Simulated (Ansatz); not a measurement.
**A workflow on Si2H6O2 (SMILES O[SiH2][SiH2]O)**

We compute a series of 14 runs (HF/STO-3G, UHF/STO-3G, HF/3-21G, UHF/3-21G, HF/6-31G*, B3LYP/6-31G*, PBE/def2-SVP) of H6O2Si2. 

Program for the calculation: Ansatz 0.2.0.

### 1 The molecule

Si2H6O2: 10 atoms, total charge 0, spin state singlet. SMILES: `O[SiH2][SiH2]O`. Geometry: relaxed at PBE0-D4/def2-TZVP. This is one conformer, not always the lowest. The run starts from this shape.

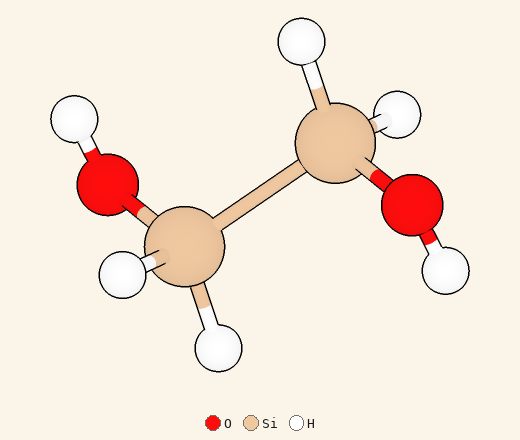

Viewed from a chosen angle; oxygen red, silicon light orange, hydrogen white.

### 2 A structure relaxation at HF/STO-3G (start density atoms) (run 1)

File input.yaml:

```yaml
crystal:
  periodic: [false, false, false]
  atoms:
    - {symbol: O, position_ang: [-1.023300, 1.887700, 1.029000]}
    - {symbol: Si, position_ang: [0.114300, 0.686000, 0.959700]}
    - {symbol: Si, position_ang: [-0.148600, -0.673600, -0.947700]}
    - {symbol: O, position_ang: [0.987200, -1.877000, -1.014900]}
    - {symbol: H, position_ang: [-1.013300, 2.545500, 0.332800]}
    - {symbol: H, position_ang: [-0.079100, -0.112900, 2.199100]}
    - {symbol: H, position_ang: [1.498300, 1.246700, 0.986300]}
    - {symbol: H, position_ang: [-1.533500, -1.232000, -0.975500]}
    - {symbol: H, position_ang: [0.047500, 0.124300, -2.187300]}
    - {symbol: H, position_ang: [0.975700, -2.534100, -0.318000]}
basis:
  gaussian:
    orbitals: STO-3G
hamiltonian:
  xc: hf
relax:
  f_tol: 0.002
output: {orbitals: {seedname: orbitals}}
```

The run is started by

```sh
$ ansatz run input.yaml --threads 1 --pin off --max-ram 3480MiB --events-out events.jsonl --progress --plain --runs-dir runs
```

Output:

```text
Warning: RAYON_NUM_THREADS=1 ignored (pool sized by the plan → 1); use --threads N
The last accepted step is kept in runs//last_step.txt (removed where the run ends without a failure and the disk answers)
[... 68 lines left out ...]
Total energy: -19657.87630764 eV, -722.4136297186 hartree
[... 10 lines left out ...]
Dipole moment:    -0.000163     0.000353    -0.000171 e Å
```

It took 6.6 s on 1 thread of Arm Neoverse V1, shared host; peak memory 0.091 GiB.

Steps, from the record of the run:

```csv
step,energy from the first frame kept (eV),largest force (eV/Å)
1,0.0000,2.3643
2,-0.3787,1.0723
3,-0.4610,0.7162
4,-0.4917,0.2810
5,-0.4977,0.0908
6,-0.4986,0.0334
7,-0.4990,0.0502
8,-0.4991,0.0074
9,-0.4991,0.0012
```

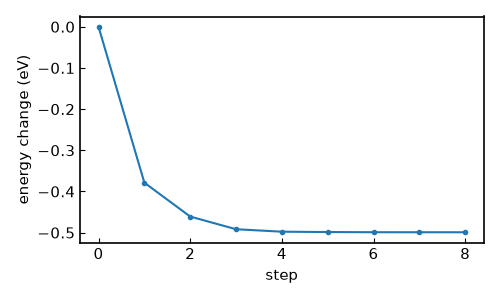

Energy along the run.

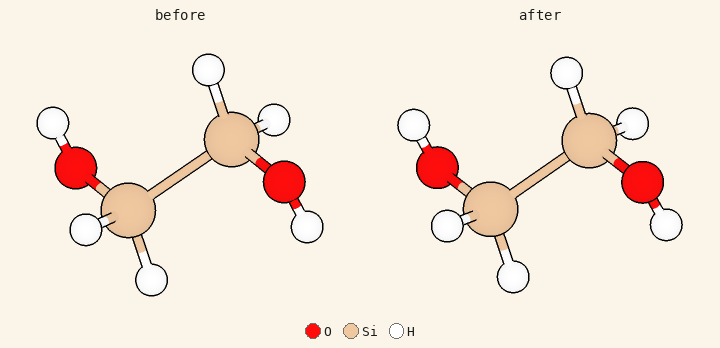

Before and after, at one scale.

After the run. Bond lengths: O1–Si2 1.696 Å, Si2–Si3 2.265 Å, Si3–O4 1.696 Å, O1–H5 0.987 Å, Si2–H6 1.424 Å, Si2–H7 1.427 Å, Si3–H8 1.427 Å, Si3–H9 1.424 Å, O4–H10 0.987 Å. Some angles: O1–Si2–Si3 112.6°, Si2–Si3–O4 112.6°, O1–Si2–H6 105.4°, O1–Si2–H7 109.6°, Si3–Si2–H6 110.7°, Si3–Si2–H7 110.4°, Si2–O1–H5 107.3°, Si2–Si3–H8 110.4°, Si2–Si3–H9 110.7°, O4–Si3–H8 109.6°.

### 3 Vibrational wavenumbers at HF/STO-3G (start density atoms) (run 2)

File input.yaml:

```yaml
crystal:
  periodic: [false, false, false]
  atoms:
    - {symbol: O, position_ang: [-1.077527, 1.864103, 1.036377]}
    - {symbol: Si, position_ang: [0.104790, 0.653083, 0.927820]}
    - {symbol: Si, position_ang: [-0.139117, -0.640670, -0.915456]}
    - {symbol: O, position_ang: [1.041663, -1.853314, -1.022637]}
    - {symbol: H, position_ang: [-0.899286, 2.512621, 0.314552]}
    - {symbol: H, position_ang: [-0.039770, -0.124941, 2.111910]}
    - {symbol: H, position_ang: [1.402039, 1.247916, 0.950463]}
    - {symbol: H, position_ang: [-1.437151, -1.233746, -0.939209]}
    - {symbol: H, position_ang: [0.007609, 0.136892, -2.099581]}
    - {symbol: H, position_ang: [0.861949, -2.501343, -0.300741]}
basis:
  gaussian: {orbitals: STO-3G}
hamiltonian: {xc: hf}
phonons: {temperatures: {t_min: 298.15, t_max: 298.15, t_step: 1}}
```

The run is started by

```sh
$ ansatz run input.yaml --threads 1 --pin off --max-ram 3480MiB --events-out events.jsonl --progress --plain --runs-dir runs
```

Output:

```text
Warning: RAYON_NUM_THREADS=1 ignored (pool sized by the plan → 1); use --threads N
[... 326 lines left out ...]
Total energy: -19657.87633128 eV, -722.4136305875 hartree
[... 10 lines left out ...]
Dipole moment:    -0.000164     0.000353    -0.000170 e Å
Vibrations: 28.07 172.79 257.85 258.34 276.27 507.19 586.29 696.78 885.97 920.43 937.64 964.73 1004.02 1132.05 1224.83 1239.22 1340.74 1343.37 2852.82 2853.65 2893.33 2897.31 4241.61 4241.90 cm⁻¹, zero-point energy 2.092680 eV
```

Run time: 31 s. Hardware: 1 thread of Arm Neoverse V1, shared host; peak memory 0.082 GiB.

### 4 The doublet cation: a single-point energy at UHF/STO-3G (start density atoms) (run 3)

File input.yaml:

```yaml
crystal:
  periodic: [false, false, false]
  atoms:
    - symbol: O
      position_ang: [-1.077527, 1.864103, 1.036377]
    - symbol: Si
      position_ang: [0.104790, 0.653083, 0.927820]
    - symbol: Si
      position_ang: [-0.139117, -0.640670, -0.915456]
    - symbol: O
      position_ang: [1.041663, -1.853314, -1.022637]
    - symbol: H
      position_ang: [-0.899286, 2.512621, 0.314552]
    - symbol: H
      position_ang: [-0.039770, -0.124941, 2.111910]
    - symbol: H
      position_ang: [1.402039, 1.247916, 0.950463]
    - symbol: H
      position_ang: [-1.437151, -1.233746, -0.939209]
    - symbol: H
      position_ang: [0.007609, 0.136892, -2.099581]
    - symbol: H
      position_ang: [0.861949, -2.501343, -0.300741]
basis:
  gaussian: {orbitals: STO-3G}
total_charge: 1
hamiltonian: {xc: hf}
magnetization: {spin_polarized: true, initial_magnetization: 1}
```

The run is started by

```sh
$ ansatz run input.yaml --threads 1 --pin off --max-ram 3480MiB --events-out events.jsonl --progress --plain --runs-dir runs
```

Output:

```text
Warning: RAYON_NUM_THREADS=1 ignored (pool sized by the plan → 1); use --threads N
Functional definition: HF
  name "HF"
  exchange = exact_x
  correlation = 0
412 factors; integrals over basis functions are off by at most 3.8e-5 eV
mean field evaluation 1: about -19644.4224 eV, gradient 2.8e1 eV
mean field evaluation 2: about -19644.4874 eV, gradient 2.8e1 eV
mean field evaluation 4: about -19650.6234 eV, gradient 2.2e0 eV
mean field evaluation 8: about -19650.9867 eV, gradient 3.0e-1 eV
mean field evaluation 16: about -19650.9902 eV, gradient 1.3e-2 eV
mean field evaluation 32: about -19650.9014 eV, gradient 1.7e0 eV
mean field evaluation 64: about -19649.6051 eV, gradient 1.1e1 eV
mean field evaluation 96: about -19645.8830 eV, gradient 8.1e0 eV
mean field -19651.54640730 eV, -722.1810101718 hartree, gradient 7.7e-5 eV, S^2 0.758812; 3 other end points of the search recorded, 0 dependent functions left out
reference -19651.54640730 eV, -722.1810101718 hartree; 25, 24 occupied and 9, 10 virtual orbitals, 412 factors
Total energy: -19651.54640730 eV, -722.1810101718 hartree
```

Run time: 1.1 s. Hardware: 1 thread of Arm Neoverse V1, shared host; peak memory 0.082 GiB.

Runs 4 to 13 aren't shown in full; the table further down has their settings and results.

### 5 The harmonic vibrations at PBE/def2-SVP (start density atoms) (run 14)

File input.yaml:

```yaml
crystal:
  periodic: [false, false, false]
  atoms:
    - {symbol: O, position_ang: [-1.035697, 1.912833, 1.050592]}
    - {symbol: Si, position_ang: [0.125335, 0.683478, 0.968283]}
    - {symbol: Si, position_ang: [-0.160087, -0.671229, -0.955870]}
    - {symbol: O, position_ang: [1.000363, -1.901201, -1.037269]}
    - {symbol: H, position_ang: [-1.037903, 2.517865, 0.288507]}
    - {symbol: H, position_ang: [-0.075335, -0.132111, 2.215889]}
    - {symbol: H, position_ang: [1.539011, 1.222547, 0.998550]}
    - {symbol: H, position_ang: [-1.574045, -1.209533, -0.986623]}
    - {symbol: H, position_ang: [0.041628, 0.143913, -2.203595]}
    - {symbol: H, position_ang: [1.001931, -2.505961, -0.274964]}
basis:
  gaussian: {orbitals: def2-SVP}
hamiltonian: {xc: pbe}
phonons: {temperatures: {t_min: 298.15, t_max: 298.15, t_step: 1}}
```

The run is started by

```sh
$ ansatz run input.yaml --threads 1 --pin off --max-ram 3480MiB --events-out events.jsonl --progress --plain --runs-dir runs
```

Output:

```text
Warning: RAYON_NUM_THREADS=1 ignored (pool sized by the plan → 1); use --threads N
[... 42 lines left out ...]
1026 factors; their error is unknown
[... 35 lines left out ...]
1026 factors; their error is unknown
[... 36 lines left out ...]
1026 factors; their error is unknown
[... 35 lines left out ...]
1026 factors; their error is unknown
[... 35 lines left out ...]
1026 factors; their error is unknown
[... 36 lines left out ...]
1026 factors; their error is unknown
[... 35 lines left out ...]
1026 factors; their error is unknown
[... 35 lines left out ...]
1026 factors; their error is unknown
[... 4 lines left out ...]
1026 factors; their error is unknown
[... 5 lines left out ...]
1026 factors; their error is unknown
[... 4 lines left out ...]
1026 factors; their error is unknown
[... 4 lines left out ...]
1026 factors; their error is unknown
[... 4 lines left out ...]
1026 factors; their error is unknown
[... 14 lines left out ...]
Dipole moment:    -0.000182     0.000141    -0.000033 e Å
Vibrations: 47.18 80.82 197.88 220.96 236.03 340.13 426.83 571.47 686.57 714.79 784.60 789.76 794.71 877.61 880.38 896.94 908.42 910.81 2112.47 2113.67 2163.90 2167.96 3761.01 3762.42 cm⁻¹, zero-point energy 1.639524 eV
```

It took 1.8 min on 1 thread of Arm Neoverse V1, shared host; peak memory 0.12 GiB.

### 6 The series

| run | level | task | walk f tol | partner | energy (Eh) | dipole moment (D) | wall time |
| --- | --- | --- | --- | --- | --- | --- | --- |
| 1 | HF/STO-3G (start density atoms) | optimise | 0.002 | base | -722.413630 | 0.00 | 6.6 s |
| 2 | HF/STO-3G (start density atoms) | frequencies | – | base | -722.413631 | 0.00 | 31 s |
| 3 | UHF/STO-3G (start density atoms) | energy | – | cation | -722.181010 | – | 1.1 s |
| 4 | UHF/STO-3G (start density atoms) | optimise | – | cation | -722.212809 | – | 32 s |
| 5 | HF/3-21G (start density atoms) | optimise | 0.002 | base | -727.218659 | 0.00 | 7.2 s |
| 6 | HF/3-21G (start density atoms) | frequencies | – | base | -727.218659 | 0.00 | 29 s |
| 7 | UHF/3-21G (start density atoms) | energy | – | cation | -726.874518 | – | 1.4 s |
| 8 | UHF/3-21G (start density atoms) | optimise | – | cation | -727.018504 | – | 42 s |
| 9 | HF/6-31G* (Cartesian functions, start density atoms) | optimise | 0.002 | base | -731.108928 | 0.00 | 21 s |
| 10 | HF/6-31G* (Cartesian functions, start density atoms) | frequencies | – | base | -731.108928 | 0.00 | 75 s |
| 11 | B3LYP/6-31G* (Cartesian functions, start density atoms) | optimise | 0.002 | base | -733.097416 | 0.00 | 30 s |
| 12 | B3LYP/6-31G* (Cartesian functions, start density atoms) | frequencies | – | base | -733.097416 | 0.00 | 2.5 min |
| 13 | PBE/def2-SVP (start density atoms) | optimise | 0.002 | base | -732.326877 | 0.00 | 28 s |
| 14 | PBE/def2-SVP (start density atoms) | frequencies | – | base | -732.326877 | 0.00 | 1.8 min |

### 7 Summary of results

| quantity | value |
| --- | --- |
| run 14, PBE/def2-SVP: total energy | -732.32688 Eh |
| run 14, PBE/def2-SVP: dipole moment | 0.00 D |
| run 14, PBE/def2-SVP: largest force on an atom | 0.002 eV/Å |
| run 14, PBE/def2-SVP: lowest harmonic wavenumber | 47 cm⁻¹ |
| run 14, PBE/def2-SVP: highest harmonic wavenumber | 3762 cm⁻¹ |
| run 14, PBE/def2-SVP: zero-point energy | 158.2 kJ/mol |
| vertical ionisation energy (to the doublet cation), HF/STO-3G | 6.330 eV |
| vertical ionisation energy (to the doublet cation), HF/3-21G | 9.365 eV |
| adiabatic ionisation energy (to the doublet cation, no zero-point term), HF/STO-3G | 5.465 eV |
| adiabatic ionisation energy (to the doublet cation, no zero-point term), HF/3-21G | 5.446 eV |

In words: At HF/STO-3G: removing an electron at fixed nuclei costs 6.33 eV (146 kcal/mol). In a minimal basis such a difference can be off by several eV, whatever the method. At HF/3-21G: the vertical ionisation energy comes to 9.36 eV (904 kJ/mol). At HF/STO-3G: the adiabatic ionisation energy (to the doublet cation, no zero-point term) is 5.46 eV (527 kJ/mol). At HF/3-21G: the adiabatic ionisation energy (to the doublet cation, no zero-point term) is 5.45 eV (126 kcal/mol). The second species lost a bond as it relaxed, so this leads to another structure. Totals of different functionals can't be ranked against each other. In runs 1, 2, 3, 4 the basis is minimal, so the values are rough. All runs together took 9.4 min, the longest 2.5 min.
